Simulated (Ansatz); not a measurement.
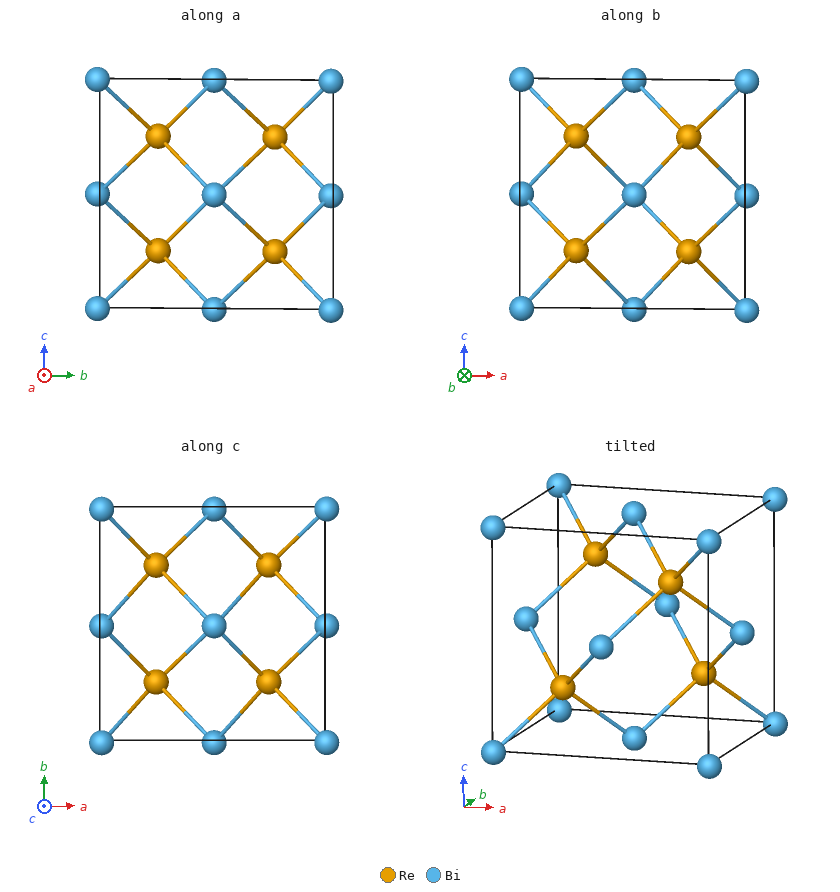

The figure gives a ball-and-stick picture of the atoms, viewed along the a axis, along the b axis, along the c axis and slightly off an axis. The edges of the drawn cell (a repeat of the simulation cell) are marked.

Lattice parameters: a = 6.077 Å, b = 6.305 Å, c = 6.186 Å, α = 90.43°, β = 90.50°, γ = 89.95°. Put a along x and b in the xy plane.

Reconstruct the structure as a POSCAR file, with free fractional coordinates to two decimals.

Answer.
```
Re Bi
1.0
     6.077    0.000    0.000
     0.006    6.305    0.000
    -0.054   -0.046    6.185
Re Bi
4 4
Direct
  0.25 0.25 0.25
  0.25 0.75 0.75
  0.75 0.25 0.75
  0.75 0.75 0.25
  0.01 0.49 0.50
  0.01 0.99 0.00
  0.51 0.49 0.00
  0.51 0.99 0.50
```

The initial geometry was a structure type filled with these elements by a generator (whether the compound takes this form wasn't checked). The cell was then strained or its atoms displaced on purpose. A calculation with Ansatz used it as input.

At this level of theory the run's own cell isn't at rest (forces up to 0.9 eV/Å), so its distances can differ from those at equilibrium, the more so the softer the solid.
